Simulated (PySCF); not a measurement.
SMILES C[Si](C)(C)[SiH2]CF (C₄H₁₃FSi₂) at its GFN2-xTB optimised geometry (Å):

```
20

C      1.5967     0.5388     0.0000
Si    -0.3179     0.5388     0.0000
C     -0.9172    -0.2967    -1.6111
C     -0.9134     2.3553     0.0000
Si    -1.1474    -0.5703     1.8805
C     -0.2304    -2.2554     2.0386
F     -0.2015    -2.8929     0.8090
H      1.9976     1.0841    -0.8503
H      1.9957     0.9988     0.9001
H      1.9851    -0.4742    -0.0516
H     -0.6390    -1.3463    -1.6270
H     -1.9982    -0.2440    -1.7052
H     -0.4879     0.1712    -2.4933
H     -0.5647     2.8878     0.8795
H     -0.5519     2.8929    -0.8717
H     -1.9976     2.4140    -0.0076
H     -2.5783    -0.9067     1.8416
H     -0.9245     0.0535     3.1952
H     -0.7124    -2.9496     2.7299
H      0.8130    -2.1397     2.3422
```

Method: B3LYP/def2-SVP (PySCF). Cells within 0.4 Å of a nucleus heavier than hydrogen are left out (blank, or x).

Map of the HOMO−1 amplitude (bohr^(-3/2)) on the plane z = 1.0 Å; orbital energy -8.05 eV, overall sign arbitrary:

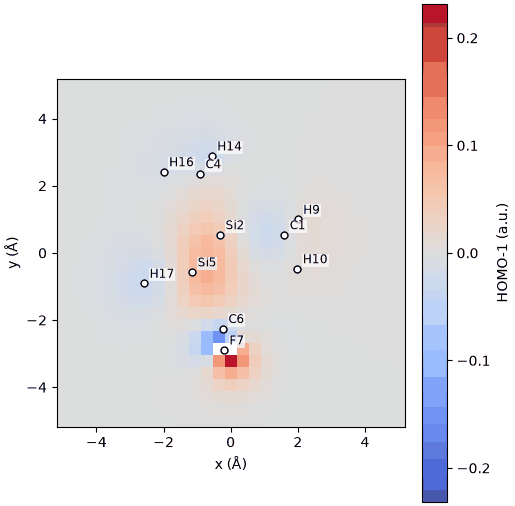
*HOMO−1 amplitude (bohr^(-3/2)) on the plane z = 1.0 Å.*
